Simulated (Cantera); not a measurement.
Feed: 1 mol Si2H6, a varied amount of HCl, 4.7 mol H2, at 1523.15 K and 130000 Pa.

These are equilibrium values from Cantera (NASA tables, ideal gas, pure condensed phases), not measurements of a reactor. Candidate condensed phases: Si; 19 gas species. The feed counts by its element totals alone. The tables' values for SiCl3 are old estimates; treat these amounts as uncertain. Kinetics and transport are ignored.

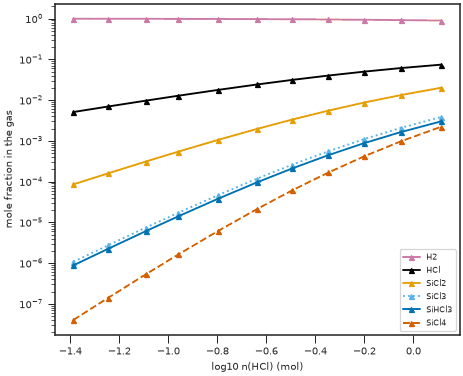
Equilibrium gas composition (values under 1e-9 drawn at 1e-9)

From 0.041 mol HCl to 1.3 mol HCl the condensed part is Si(s). The main Si-bearing gas is SiCl2 throughout. The share of Si in condensed phases is highest at 0.041 mol HCl (100.0 %) and lowest at 1.3 mol HCl (86.6 %).
